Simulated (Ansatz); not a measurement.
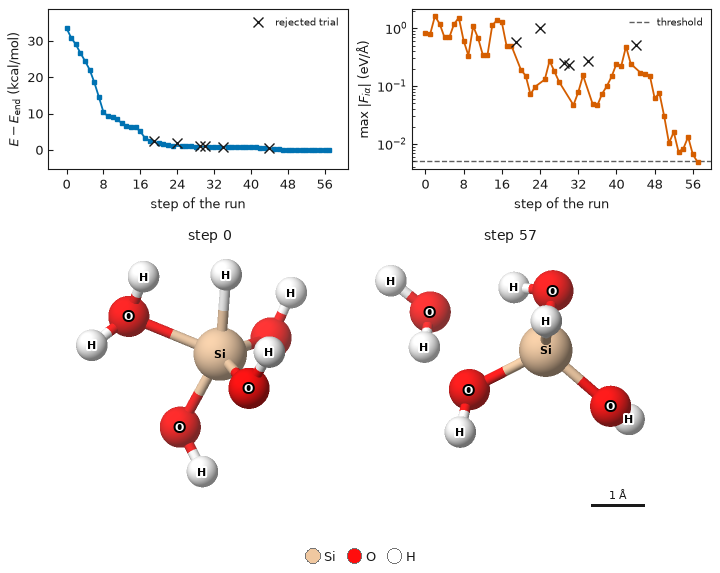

First and last geometry of a relaxation of SiH$_{6}$O$_{4}$ (started from a transition state, displaced along its imaginary mode), with the history of the run. Style: ball-and-stick. Shown face on.

Method: Ansatz 0.2.0, RKS PBE0-D4/def2-TZVP. Set-up: force threshold 0.005 eV/Å; at most 200 steps.

Question: Did the run converge, and what did it change?

Answer: It converged. Over 51 accepted moves (57 points after the start) the energy falls by 33.5 kcal/mol. Largest force component: 0.83 eV/Å at the start, 0.0048 eV/Å at the end. The line search rejected the trial steps at points 19, 24, 29, 30, 34, 44 of the run. An H atom moves most after the best rigid fit: 2.54 Å. By element the largest moves are H 2.54 Å, O 1.47 Å, Si 1.07 Å. Near-neighbour distances that change, for instance: H–Si 2.114 → 4.072 Å, O–Si 1.888 → 3.451 Å, H–Si 1.616 → 1.474 Å, O–Si 1.650 → 1.617 Å. Bonds break, among them: O–Si (1.89 → 3.45 Å). Bond angles that change, for instance: O–Si–H 157.1° → 110.0°, O–Si–H 93.3° → 113.1°, O–Si–O 96.3° → 111.4°. Groups turn about O–Si by about 80°. Cost: 80 s on 8 threads of Arm Neoverse V1, with other jobs on the host.

```tsv
step	E − E(0), kcal/mol	largest force component, eV/Å	note
0	0.00	0.8334	
1	-2.62	0.7924	
2	-4.44	1.6209	
3	-6.80	1.1816	
4	-9.00	0.6937	
5	-11.38	0.6929	
6	-14.81	1.1825	
7	-18.86	1.5188	
8	-23.07	0.6108	
9	-24.27	0.3374	
10	-24.35	1.0806	
12	-26.14	0.3511	
15	-27.26	1.3805	
17	-30.16	0.4907	
20	-31.58	0.1913	
22	-32.11	0.0719	
25	-32.44	0.1299	
27	-32.51	0.1797	
30	-32.51	0.2280	rejected
32	-32.59	0.0782	
35	-32.65	0.0496	
37	-32.68	0.0738	
40	-32.77	0.2424	
42	-32.83	0.4815	
45	-33.19	0.1716	
47	-33.38	0.1500	
50	-33.49	0.0301	
52	-33.50	0.0161	
55	-33.50	0.0132	
57	-33.50	0.0048
```
